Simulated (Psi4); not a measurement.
# A workflow on BHOF2 (difluorohydroxyborane)

Aim: a structure relaxation (wB97X-D/def2-SVP), then vibrational wavenumbers, then a single-point energy (MP2-F12/cc-pVDZ-F12), then the excited states (TDA-wB97X-D/def2-SVP) of BHOF2 (difluorohydroxyborane). 

Program for the calculation: Psi4 1.11.

## 1. The molecule

BHOF2 has 5 atoms, charge 0, and is taken as a singlet. As SMILES, `OB(F)F`. All atoms were displaced at random from a relaxed shape. The run starts from this shape.

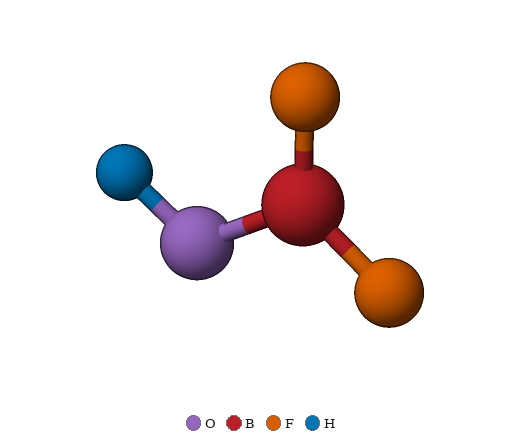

The structure, seen from a chosen angle (oxygen purple, boron red, fluorine orange, hydrogen blue).

## 2. A structure relaxation at wB97X-D/def2-SVP (density fitting) (run 1)

Input file input.in:

```
memory 1600 MB

molecule system {
  0 1
  O
  B 1 1.443215
  F 2 1.305509 1 113.68979
  F 2 1.226017 3 126.86573 1 -178.99483
  H 1 1.068539 2 113.75639 4 -3.48492
}

set globals {
  geom_maxiter 60
}

e, wfn = opt("wb97x-d/def2-SVP", return_wfn=True)
```

Started as:

```bash
$ psi4 -n 1 input.in input.out
```

input.out:

```text
[...]
  Running in c1 symmetry.
[...]
  Nuclear repulsion =  112.923923174370302
[...]
  Multiplicity = 1
[...]
  Nalpha       = 16
  Nbeta        = 16
[...]
    Number of basis functions: 61
[...]
   @DF-RKS iter   1:  -300.03385577970960   -6.00575e-01   1.10462e-02 DIIS/ADIIS
[...]
   @DF-RKS iter   7:  -300.22473478840129   -4.54747e-13   3.96638e-09 DIIS
[...]
  @DF-RKS Final Energy:  -300.22473478840129
   => Energetics <=
    Nuclear Repulsion Energy =            112.7118026726951854
    One-Electron Energy =                -639.9483551200119109
    Two-Electron Energy =                 251.0005720928179471
    DFT Exchange-Correlation Energy =     -23.9882339483641296
    Empirical Dispersion Energy =          -0.0005204855383240
    VV10 Nonlocal Energy =                  0.0000000000000000
    Total Energy =                       -300.2247347884012925
[...]
  -Total Gradient:
     Atom            X                  Y                   Z
    ------   -----------------  -----------------  -----------------
       1       -0.000010231893    -0.000062521750     0.000109437883
       2        0.000021457987     0.000187582930    -0.000114104223
       3       -0.000006189769    -0.000074086021     0.000035866918
       4       -0.000007842204    -0.000125167230     0.000009538178
       5        0.000002615745    -0.000042837771     0.000000096491
[...]
    Final optimized geometry and variables:
    Molecular point group: c1
    Full point group: C1
    Geometry (in Angstrom), charge = 0, multiplicity = 1:
    O
    B             1    1.342459
    F             2    1.318672      1  119.687625
    F             2    1.328861      3  118.251194      1  179.989844
    H             1    0.960966      2  113.567664      4    0.015380
    Psi4 run time: 0:00:32.80
[...]
```

On the terminal:

```text
Optimizer: Optimization complete!
```

It took 35 s on 1 thread of Intel Xeon Platinum 8259CL at 2.50GHz (Skylake/Cascade Lake), shared host; peak memory 0.44 GiB.

The path in brief:

| step | energy from the first frame kept (eV) | largest force (eV/Å) |
| --- | --- | --- |
| 0 | 0.0000 | 8.0186 |
| 1 | -0.6475 | 3.2472 |
| 2 | -0.4346 | 2.9031 |
| 3 | -0.6913 | 1.5656 |
| 4 | -0.7347 | 0.0893 |
| 5 | -0.7349 | 0.0320 |
| 6 | -0.7349 | 0.0113 |

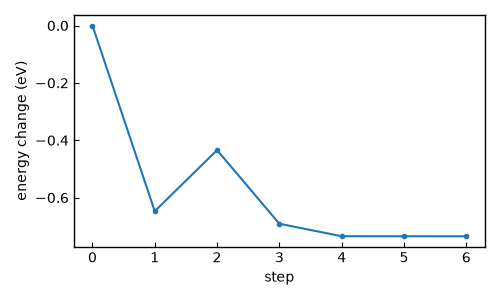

Energy along the run.

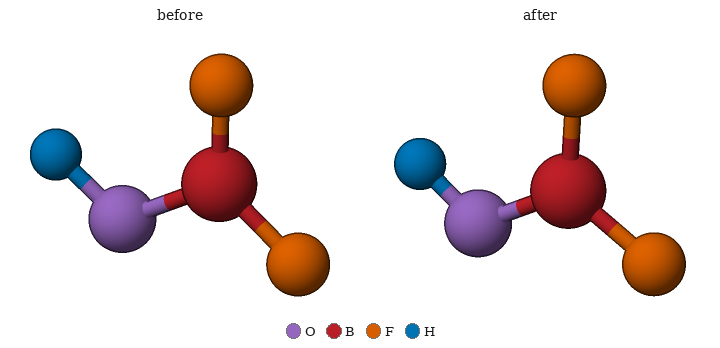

Before and after, at one scale.

After the run. Bond lengths: O1–B2 1.342 Å, B2–F3 1.319 Å, B2–F4 1.329 Å, O1–H5 0.961 Å. Angles: O1–B2–F3 119.7°, O1–B2–F4 122.1°, F3–B2–F4 118.3°, B2–O1–H5 113.6°.

## 3. The harmonic vibrations at wB97X-D/def2-SVP (density fitting) (run 2)

Input file bf2ho.sdf:

```

     RDKit          3D

  5  4  0  0  0  0  0  0  0  0999 V2000
    0.0758    0.9499    0.2216 O   0  0  0  0  0  0  0  0  0  0  0  0
    0.1205   -0.3875    0.1137 B   0  0  0  0  0  0  0  0  0  0  0  0
    0.7294   -1.0977    1.0431 F   0  0  0  0  0  0  0  0  0  0  0  0
   -0.4330   -1.0316   -0.9083 F   0  0  0  0  0  0  0  0  0  0  0  0
   -0.3885    1.3785   -0.5024 H   0  0  0  0  0  0  0  0  0  0  0  0
  2  1  1  0
  3  2  1  0
  4  2  1  0
  5  1  1  0
M  END
$$$$
```

Input file bf2ho.py:

```python
import psi4
from rdkit import Chem

psi4.set_memory(1600000000)
psi4.set_num_threads(1)
psi4.set_output_file('run.log', False)

rd = Chem.SDMolSupplier('bf2ho.sdf', removeHs=False, sanitize=False)[0]
xyz = rd.GetConformer().GetPositions()
atoms = '\n'.join(f'{a.GetSymbol()} {x:.4f} {y:.4f} {z:.4f}' for a, (x, y, z) in zip(rd.GetAtoms(), xyz))
geom = psi4.geometry('0 1\n' + atoms + '\nsymmetry c1')

psi4.set_options(dict(basis='def2-SVP', t=600.0, rotational_symmetry_number=1))

e_tot, wfn = psi4.frequency('wb97x-d', return_wfn=True)
print('E =', round(e_tot, 9))
print('wavenumbers / cm^-1:', wfn.frequencies().np.round(1))
for k in ('ZPVE', 'ENTHALPY', 'GIBBS FREE ENERGY'):
    print(f'{k}: {psi4.variable(k):.8f} Eh')
```

Started as:

```bash
$ python bf2ho.py
```

run.log:

```text
[...]
  Running in c1 symmetry.
[...]
  Nuclear repulsion =  112.713304493947106
[...]
  Multiplicity = 1
[...]
  Nalpha       = 16
  Nbeta        = 16
[...]
    Number of basis functions: 61
[...]
   @DF-RKS iter   1:  -300.07080015212887   -5.98158e-01   1.09280e-02 ADIIS/DIIS
[...]
   @DF-RKS iter  11:  -300.22473109504512   -3.12639e-12   3.59164e-09 DIIS
[...]
  @DF-RKS Final Energy:  -300.22473109504512
   => Energetics <=
    Nuclear Repulsion Energy =            112.7054681382571601
    One-Electron Energy =                -639.9381753155810202
    Two-Electron Energy =                 250.9961166168649811
    DFT Exchange-Correlation Energy =     -23.9876202704276587
    Empirical Dispersion Energy =          -0.0005202641586031
    VV10 Nonlocal Energy =                  0.0000000000000000
    Total Energy =                       -300.2247310950451151
[...]
  -Total Gradient:
     Atom            X                  Y                   Z
    ------   -----------------  -----------------  -----------------
       1        0.000989653221    -0.001021763681     0.001576700912
       2       -0.000167345804     0.000068061770    -0.000246071976
       3        0.000041896441    -0.000042411006     0.000032923774
       4        0.000125775026     0.000057219647     0.000223700974
       5       -0.000931426730     0.000886352347    -0.001497512787
[...]
  ==> Harmonic Vibrational Analysis <==
[...]
  Freq [cm^-1]                 454.5381            476.0270            534.2294
[...]
  IR activ [km/mol]            26.3248              5.4983             100.9473
[...]
  Freq [cm^-1]                 689.2545            891.3086           1002.1377
[...]
  IR activ [km/mol]            124.0886             9.6281             116.1965
[...]
  Freq [cm^-1]                1454.0189           1519.5700           3959.7918
[...]
```

Standard output:

```text
Warning: used thermodynamics relations inappropriate for low-frequency modes: ['454.5381' '476.0270' '534.2294']
E = -300.224734784
wavenumbers / cm^-1: [ 454.5  476.   534.2  689.3  891.3 1002.1 1454.  1519.6 3959.8]
ZPVE: 0.02501628 Eh
ENTHALPY: -300.18697798 Eh
GIBBS FREE ENERGY: -300.26015692 Eh
```

Wall time 2.1 min (1 thread of Intel Xeon Platinum 8259CL at 2.50GHz (Skylake/Cascade Lake), shared host); peak memory 0.46 GiB.

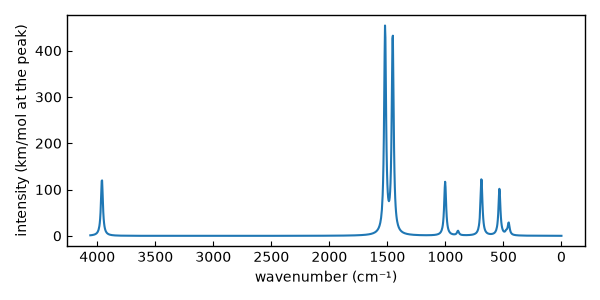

Harmonic infrared spectrum, unscaled, lines broadened by 10 cm⁻¹.

## 4. A single-point energy at MP2-F12/cc-pVDZ-F12 (density fitting, density fitting for correlation) (run 3)

Input file job.inp:

```
memory 1.6 GB

molecule molecule1 {
  0 1
  O      0.075817     0.949889     0.221613
  B      0.120512    -0.387482     0.113724
  F      0.729376    -1.097696     1.043121
  F     -0.433005    -1.031605    -0.908331
  H     -0.388461     1.378469    -0.502418
  units angstrom
}

set globals {
  freeze_core true
}

result, w = energy("mp2-f12/cc-pVDZ-F12", return_wfn=True)
```

Started as:

```bash
$ psi4 job.inp job.out -n 1
```

job.out:

```text
[...]
  Running in c1 symmetry.
[...]
  Nuclear repulsion =  112.711778421730443
[...]
  Multiplicity = 1
[...]
  Nalpha       = 16
  Nbeta        = 16
[...]
    Number of basis functions: 129
[...]
   @DF-RHF iter   1:  -299.20428429718436   -1.02969e+00   4.52035e-03 DIIS/ADIIS
[...]
   @DF-RHF iter  11:  -299.31581408028654   -3.24007e-12   7.56687e-09 DIIS
[...]
    Orbital Energies [Eh]
    ---------------------
    Doubly Occupied:
       1A    -26.322188     2A    -26.316388     3A    -20.607174
       4A     -7.741043     5A     -1.652023     6A     -1.620663
       7A     -1.409148     8A     -0.835964     9A     -0.798960
      10A     -0.766943    11A     -0.725874    12A     -0.688903
      13A     -0.666640    14A     -0.655375    15A     -0.601964
      16A     -0.565246
[...]
  @DF-RHF Final Energy:  -299.31581408028654
   => Energetics <=
    Nuclear Repulsion Energy =            112.7117784217304433
    One-Electron Energy =                -640.1061956641498227
    Two-Electron Energy =                 228.0786031621328789
    Total Energy =                       -299.3158140802865432
[...]
 Multipole Moments:
 ------------------------------------------------------------------------------------
     Multipole            Electronic (a.u.)      Nuclear  (a.u.)        Total (a.u.)
 ------------------------------------------------------------------------------------
 L = 1.  Multiply by 2.5417464519 to convert [e a0] to [Debye]
 Dipole X            :          0.1951176           -0.5346440           -0.3395264
 Dipole Y            :         -2.3062992            2.8659769            0.5596777
 Dipole Z            :          0.0130809           -0.5085396           -0.4954587
 Magnitude           :                                                    0.8209730
[...]
```

Run time: 72 s. Hardware: 1 thread of Intel Xeon Platinum 8259CL at 2.50GHz (Skylake/Cascade Lake), shared host; peak memory 3.7 GiB.

## 5. The vertical excitations at TDA-wB97X-D/def2-SVP (density fitting, save jk yes) (run 4)

Input file calc.py:

```python
import psi4

psi4.set_memory(1600000000)
psi4.set_num_threads(1)
psi4.set_output_file('bf2ho.out', False)

m = psi4.geometry("""
0 1
O      0.075817     0.949889     0.221613
B      0.120512    -0.387482     0.113724
F      0.729376    -1.097696     1.043121
F     -0.433005    -1.031605    -0.908331
H     -0.388461     1.378469    -0.502418
""")

psi4.set_options(dict(basis='def2-SVP', reference='rks', save_jk=True))

from psi4.driver.procrouting.response.scf_response import tdscf_excitations
result, w = psi4.energy("wb97x-d", molecule=m, return_wfn=True)
states = tdscf_excitations(w, states=6, tda=True)
for k, s in enumerate(states, 1):
    print(f"root {k}: {s['EXCITATION ENERGY'] * 27.211386:.4f} eV  f = {s['OSCILLATOR STRENGTH (LEN)']:.4f}  {s['SYMMETRY']}")
print('E =', round(result, 9))
for k, v in sorted(psi4.core.scalar_variables().items()):
    print(f'{k:45s} {v:18.10f}')
```

Started as:

```bash
$ python calc.py
```

bf2ho.out:

```text
[...]
  Running in c1 symmetry.
[...]
  Nuclear repulsion =  112.711778421730443
[...]
  Multiplicity = 1
[...]
  Nalpha       = 16
  Nbeta        = 16
[...]
    Number of basis functions: 61
[...]
   @DF-RKS iter   1:  -300.07079519051575   -5.98300e-01   1.09276e-02 DIIS/ADIIS
[...]
   @DF-RKS iter   8:  -300.22473478035550   -4.98176e-09   6.86076e-07 DIIS
[...]
  @DF-RKS Final Energy:  -300.22473478035550
   => Energetics <=
    Nuclear Repulsion Energy =            112.7117784217304433
    One-Electron Energy =                -639.9482827864293313
    Two-Electron Energy =                 251.0005213610854184
    DFT Exchange-Correlation Energy =     -23.9882312908841193
    Empirical Dispersion Energy =          -0.0005204858578715
    VV10 Nonlocal Energy =                  0.0000000000000000
    Total Energy =                       -300.2247347803555044
[...]
 Multipole Moments:
 ------------------------------------------------------------------------------------
     Multipole            Electronic (a.u.)      Nuclear  (a.u.)        Total (a.u.)
 ------------------------------------------------------------------------------------
 L = 1.  Multiply by 2.5417464519 to convert [e a0] to [Debye]
 Dipole X            :          0.1909433           -0.5346440           -0.3437008
 Dipole Y            :         -2.2948071            2.8659769            0.5711698
 Dipole Z            :          0.0075787           -0.5085396           -0.5009609
 Magnitude           :                                                    0.8338627
[...]
                                    Excitation Energy         Total Energy        Oscillator Strength             Rotatory Strength
[...]
Excited State    1 (1 A):   0.37035 au   123.03 nm f = 0.0235
[...]
Excited State    3 (1 A):   0.40063 au   113.73 nm f = 0.0030
[...]
```

Standard output:

```text
root 1: 10.0778 eV  f = 0.0235  A
root 2: 10.7656 eV  f = 0.0248  A
root 3: 10.9017 eV  f = 0.0030  A
root 4: 11.6491 eV  f = 0.0007  A
root 5: 11.6817 eV  f = 0.1520  A
root 6: 12.1328 eV  f = 0.0037  A
E = -300.22473478
CURRENT ENERGY                                   -300.2247347804
CURRENT REFERENCE ENERGY                         -300.2247347804
DD SOLVATION ENERGY                                 0.0000000000
DFT FUNCTIONAL TOTAL ENERGY                      -300.2242142945
DFT TOTAL ENERGY                                 -300.2247347804
DFT VV10 ENERGY                                     0.0000000000
DFT XC ENERGY                                     -23.9882312909
DISPERSION CORRECTION ENERGY                       -0.0005204859
GRID ELECTRONS ALPHA                               16.0000034849
GRID ELECTRONS BETA                                16.0000034849
GRID ELECTRONS TOTAL                               32.0000069698
NUCLEAR REPULSION ENERGY                          112.7117784217
ONE-ELECTRON ENERGY                              -639.9482827864
PCM POLARIZATION ENERGY                             0.0000000000
PE ENERGY                                           0.0000000000
SCF ITERATION ENERGY                             -300.2247347804
SCF ITERATIONS                                      8.0000000000
SCF TOTAL ENERGY                                 -300.2247347804
TWO-ELECTRON ENERGY                               251.0005213611
WB97X-D DISPERSION CORRECTION ENERGY               -0.0005204859
XC GRID RADIAL POINTS                              75.0000000000
XC GRID SPHERICAL POINTS                          302.0000000000
XC GRID TOTAL POINTS                           109105.0000000000
```

It took 14 s on 1 thread of Intel Xeon Platinum 8259CL at 2.50GHz (Skylake/Cascade Lake), shared host; peak memory 0.41 GiB.

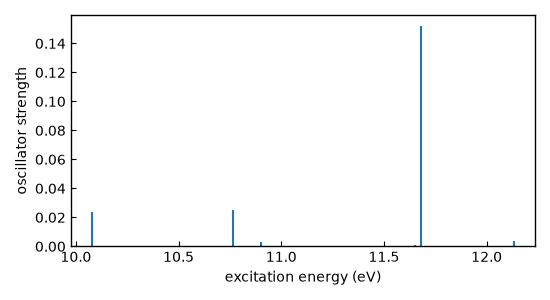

Vertical excitations as sticks.

The roots found:

```
excited state  energy (eV)  strength  label
            1       10.078    0.0235    A 1
            2       10.766    0.0248    A 1
            3       10.902    0.0031    A 1
            4       11.649    0.0007    A 1
            5       11.682    0.1520    A 1
            6       12.133    0.0037    A 1
```

## 6. What came out

```
                                                                       quantity             value
                               run 1, wB97X-D/def2-SVP: total energy at the end     -300.22473 Eh
                                         run 1, wB97X-D/def2-SVP: dipole moment            2.12 D
                                           run 1, wB97X-D/def2-SVP: HOMO energy         -12.50 eV
                                           run 1, wB97X-D/def2-SVP: LUMO energy           3.27 eV
                                         run 1, wB97X-D/def2-SVP: HOMO–LUMO gap          15.77 eV
                                     run 1, wB97X-D/def2-SVP: dispersion energy      -1.37 kJ/mol
                            run 2, wB97X-D/def2-SVP: lowest harmonic wavenumber          455 cm⁻¹
                           run 2, wB97X-D/def2-SVP: highest harmonic wavenumber         3960 cm⁻¹
                                     run 2, wB97X-D/def2-SVP: zero-point energy       65.7 kJ/mol
run 2, wB97X-D/def2-SVP: ideal-gas entropy at 600 K (symmetry number 1 as used)  76.5 cal/(mol K)
                                       run 3, MP2-F12/cc-pVDZ-F12: total energy     -300.28223 Eh
                run 3, MP2-F12/cc-pVDZ-F12: HOMO energy (Hartree–Fock orbitals)         -15.38 eV
                run 3, MP2-F12/cc-pVDZ-F12: LUMO energy (Hartree–Fock orbitals)           0.98 eV
              run 3, MP2-F12/cc-pVDZ-F12: HOMO–LUMO gap (Hartree–Fock orbitals)          16.36 eV
        run 3, MP2-F12/cc-pVDZ-F12: correlation energy (4 core orbitals frozen)        -953.5 mEh
                 run 4, TDA-wB97X-D/def2-SVP: ground-state or mean-field energy     -300.22473 Eh
         run 4, TDA-wB97X-D/def2-SVP: dipole moment (wB97X-D Kohn–Sham density)            2.12 D
          run 4, TDA-wB97X-D/def2-SVP: HOMO energy (wB97X-D Kohn–Sham orbitals)         -12.50 eV
          run 4, TDA-wB97X-D/def2-SVP: LUMO energy (wB97X-D Kohn–Sham orbitals)           3.27 eV
        run 4, TDA-wB97X-D/def2-SVP: HOMO–LUMO gap (wB97X-D Kohn–Sham orbitals)          15.77 eV
                                 run 4, TDA-wB97X-D/def2-SVP: dispersion energy      -1.37 kJ/mol
                          run 4, TDA-wB97X-D/def2-SVP: lowest excitation energy          10.08 eV
```

**Reading.** The optimisation (run 1, wB97X-D/def2-SVP) took 7 steps and changed the energy by -0.735 eV. All 9 modes (run 2, wB97X-D/def2-SVP) are real, so the shape is a minimum at this level. The brightest of the 6 transitions from the ground state lies at 11.68 eV (106 nm, f = 0.152); the lowest, at 10.08 eV, has f = 0.023. The basis has no diffuse functions, so Rydberg states are missing or pushed up, and the true lowest state may lie lower.
